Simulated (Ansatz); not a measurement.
**AlF2H2N···H2: density, localisation and related maps**

The calculation's input:

```
crystal:
  periodic: [false, false, false]
  atoms:
    - {symbol: Al, position_ang: [0.145812, -0.705537, -0.045081]}
    - {symbol: N, position_ang: [1.010508, 0.767485, -0.432852]}
    - {symbol: F, position_ang: [-0.713320, -1.494614, -1.203464]}
    - {symbol: F, position_ang: [0.363607, -1.439010, 1.409978]}
    - {symbol: H, position_ang: [-1.577752, 0.553854, 0.637928]}
    - {symbol: H, position_ang: [-1.896183, -0.115080, 0.784786]}
    - {symbol: H, position_ang: [1.018338, 1.200059, -1.341168]}
    - {symbol: H, position_ang: [1.648989, 1.232944, 0.189972]}
basis:
  gaussian: {orbitals: def2-TZVPP}
hamiltonian: {xc: pbe0, dispersion: d4}
output: {orbitals: {seedname: orbitals}}
```

Command:

```sh
ansatz run in.yaml --threads 2 --pin off --events-out ev --progress --plain --max-ram 4352MiB
```

The reactant side of a reaction path; geometry: PBE0-D4/def2-TZVP.

The calculation used RKS PBE0-D4/def2-TZVPP in Ansatz 0.2.0.

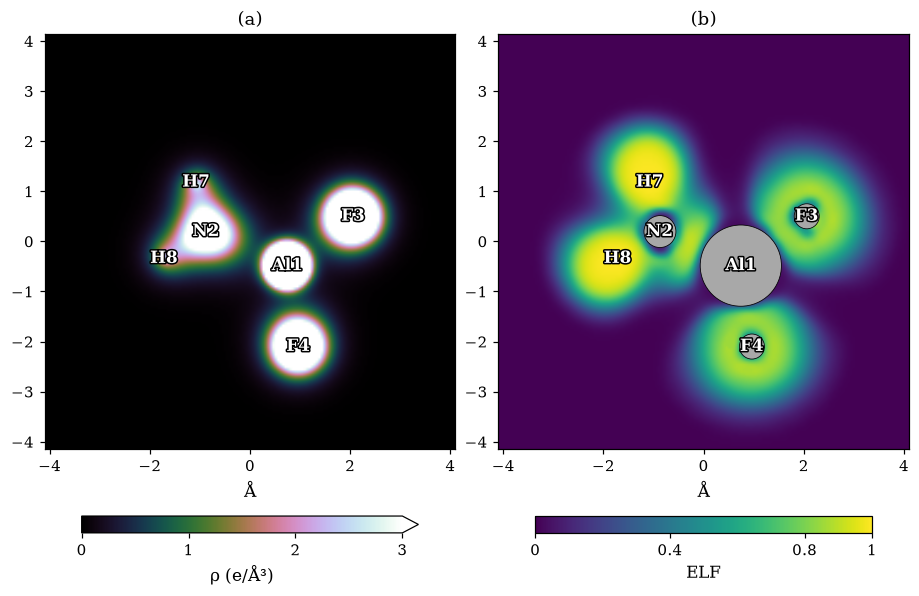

Figure 1. (a) total electron density; (b) electron localisation function on the plane of atoms Al1, N2 and H7. Grey discs cover the atomic cores in the ELF map.

Q: Describe what can be read from this map.

A:
- Atoms in the plane: Al, N, F and H.
- Al–F (1.64 Å): ρ is about 0.93 e/Å³ halfway; the ELF peaks at about 0.85 in the valence shell of F, 0.5 Å from its nucleus, and is about 0.35 at the midpoint.
- Al–N (1.75 Å): the density is about 0.9 e/Å³ at the midpoint; the ELF peaks at about 0.90 in the valence shell of N, 0.6 Å from its nucleus, and is about 0.60 at the midpoint.
- N–H (1.01 Å): the density is about 2.9 e/Å³ at the midpoint; the ELF climbs to about 1 towards the hydrogen, as it does in any bond to H: an ordinary covalent bond to hydrogen.
- The ELF also peaks beside F4 and F3, away from the bonds: lone-pair regions.

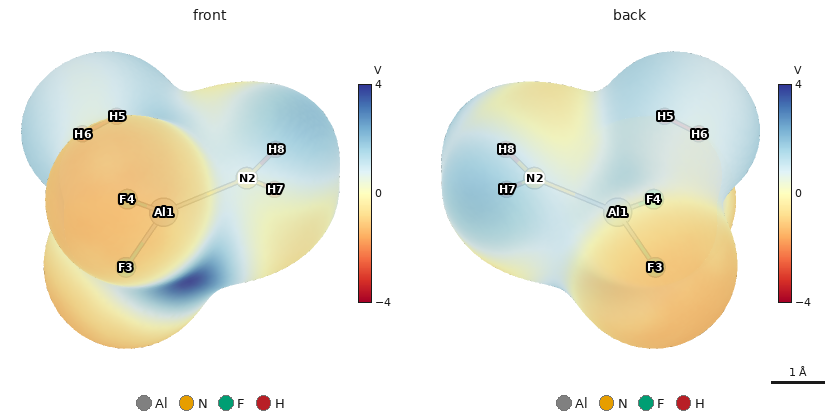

Figure 2. The molecular electrostatic potential painted on the density surface at 0.002 e/bohr³, seen from the front and from behind; red is negative and blue positive.

Q: Describe the electrostatic potential map.

A: The most negative region (about −1.3 V, or −30 kcal/mol for a unit charge) lies over F3 and F4, the most positive (about +3.3 V, or +76 kcal/mol for a unit charge) over Al1.

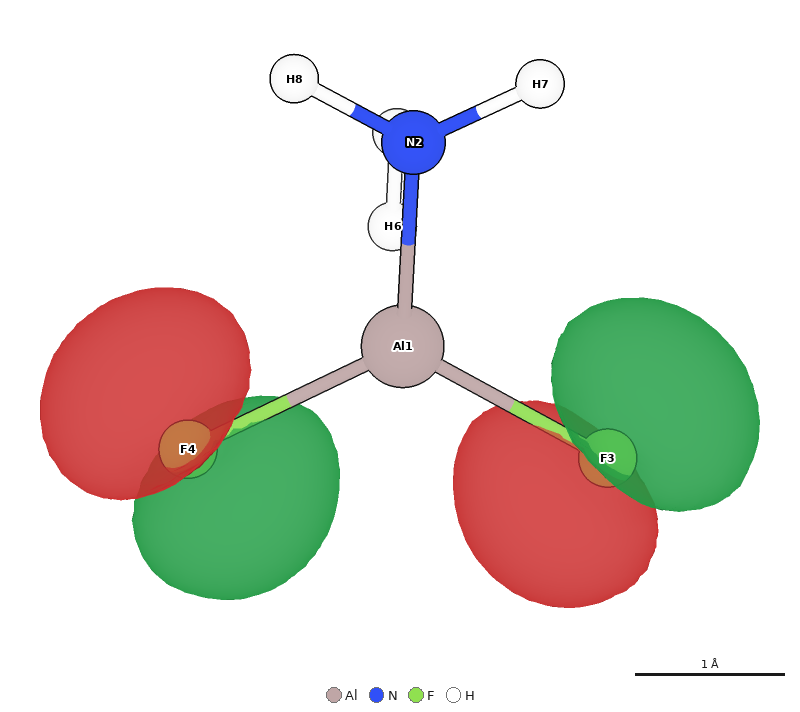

Figure 3. The HOMO−1 at ±0.15 Å⁻³ᐟ² (green and red are the two phases), seen at an oblique angle.

Q: What is the character of this orbital?

A: Its weight (Hirshfeld) is mainly on F4 (about 45 %) and F3 (about 45 %); largely a combination of lone pairs on F4 and F3. Its energy is −11.10 eV.
